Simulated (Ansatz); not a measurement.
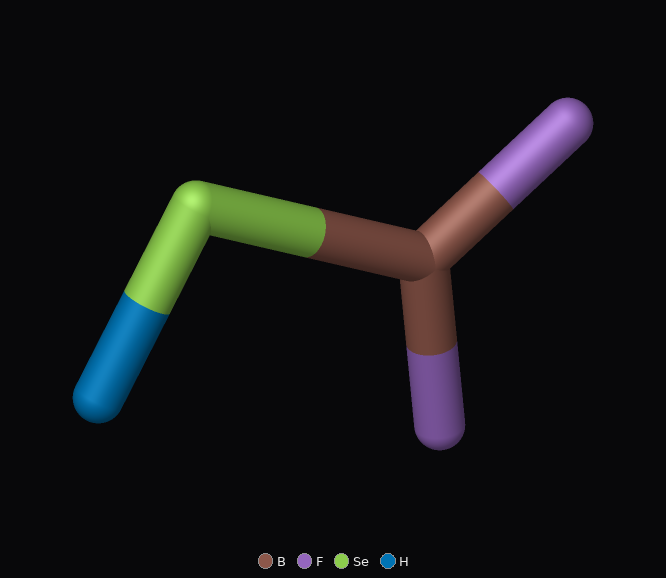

A stick model of a molecule. Every bond is drawn as one stick, whatever its order.

Computed geometry: PBE0-D4/def2-TZVP optimisation.

**Count the atoms of each element.**

BF₂HSe, 5 atoms: 1 boron, 2 fluorine, 1 hydrogen and 1 selenium.

**How many atoms are distinct by symmetry?**

5: 1 B, 1 F, 1 F, 1 Se, 1 H.

**How many bonds of each kind are drawn?**

2 B–F, 1 B–Se, 1 Se–H. Sticks follow a distance rule.

More results for the same structure follow; atom numbers are the same in all pictures, views and colours differ.

### Shape

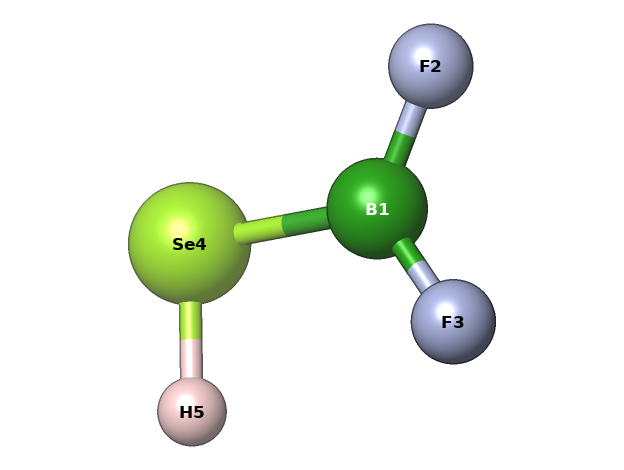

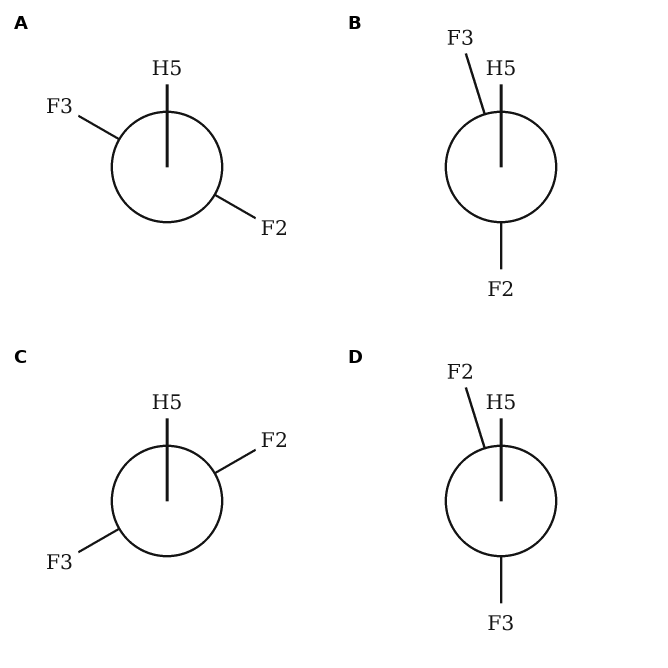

Distant atoms are faded towards the background colour. Bonds that would overlap in a projection are set slightly apart.

**Which Newman projection shows the view along Se4–B1, with Se4 in front?**

B. The torsion angle H5–Se4–B1–F2 is 180°, antiperiplanar (anti).

### Electronic properties

Method: RKS PBE0-D4/def2-TZVPP (Ansatz 0.2.0).

**Estimate the HOMO energy (Kohn–Sham orbital).**

−7.87 eV.

**Give the LUMO energy (Kohn–Sham orbital) at this level.**

−0.10 eV.

### Dipole moment

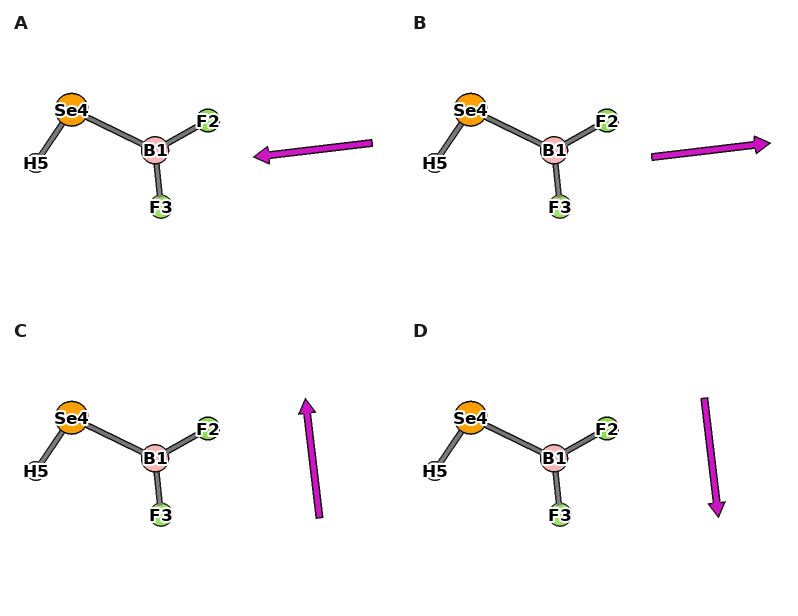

The same molecule four times, each with an arrow. Method: RKS PBE0-D4/def2-TZVP (Ansatz 0.2.0).

**Which arrow points along the dipole moment, from the negative to the positive end?**

A. The dipole moment is 1.13 D; it points from the side of F2 to the side of H5 (the outermost atoms at the two ends).

### Thermal motion

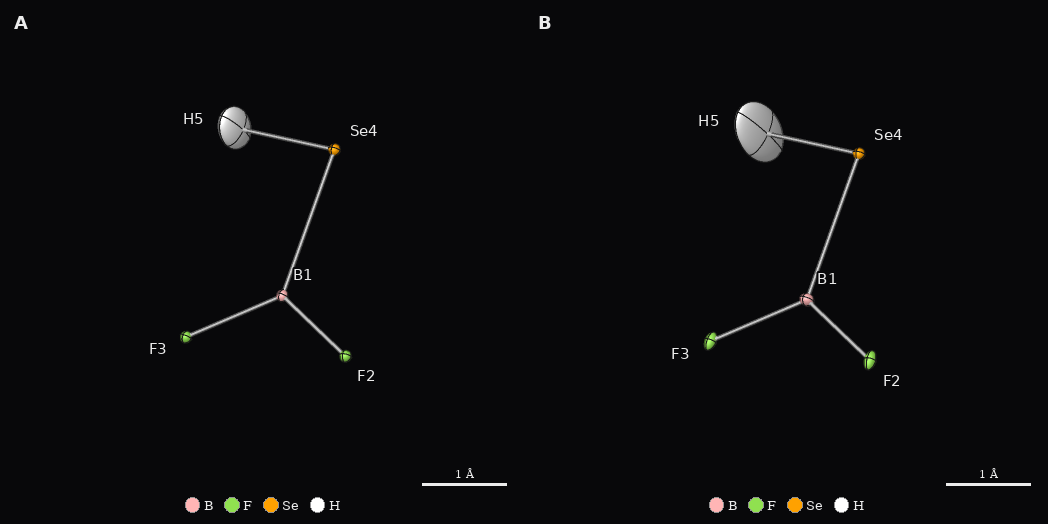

Displacement ellipsoids at the 50 % level, from the internal vibrations of the free molecule (harmonic, no overall translation or rotation; no half-axis is drawn under 0.075 Å). Vibrations computed with RKS PBE0-D4/def2-TZVP (Ansatz 0.2.0). One panel is for 0 K (zero-point motion alone), the other for 600 K.

**Which panel is for 600 K?**

B.

**How much does the mean-square displacement of H5 grow, and why?**

U_eq goes from 0.0269 to 0.0610 Å², a factor of 2.3. Modes below kT (417 cm⁻¹ at 600 K) grow about in proportion to T, and the lowest lies at 256 cm⁻¹; the mean-square amplitude of a mode is its zero-point value times coth(ħω/2kT), which comes close to 1 only above about 3kT.
